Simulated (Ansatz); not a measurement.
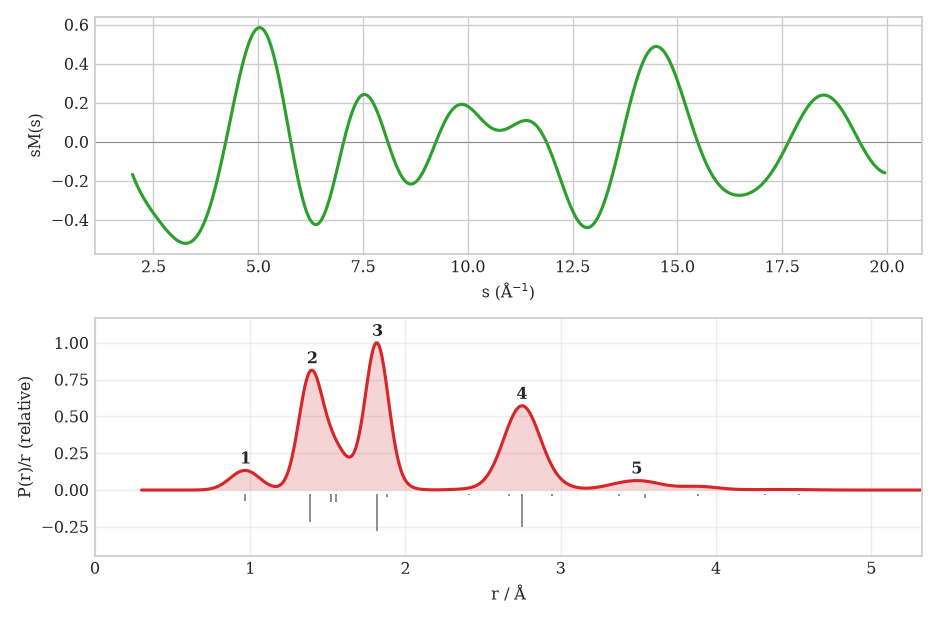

Simulated gas electron diffraction: reduced molecular intensity sM(s) from the Debye equation in the first Born approximation (top) and the radial distribution curve (bottom) of CH3OSi (charge -1, ignored in the scattering factors). Each pair of atoms contributes with weight ZᵢZⱼ/r (bars below the curve); damping constant 0.0015 Å²; vibrational amplitudes assumed, not computed: 0.05 Å for bonds, 0.078 Å for bonds to H, 0.06 + 0.015 r up to 0.15 Å for other pairs. The geometry is the end point of an optimisation (Ansatz, RKS r2SCAN/def2-SVP); it may be a saddle point or a higher isomer. SMILES: O[C-]=[SiH2].

Q: Read the positions of the numbered peaks and name the main pairs (– for bonds).

A: Peak 1, 0.97 Å: O–H 0.97 Å
Peak 2, 1.40 Å: O–C 1.38 Å, Si–H 1.52–1.55 Å (×2), not resolved
Peak 3, 1.82 Å: Si–C 1.81 Å
Peak 4, 2.75 Å: C···H 2.67–2.94 Å (×2), Si···O 2.75 Å, not resolved
Peak 5, 3.49 Å: O···H 3.38 Å, Si···H 3.54 Å, not resolved
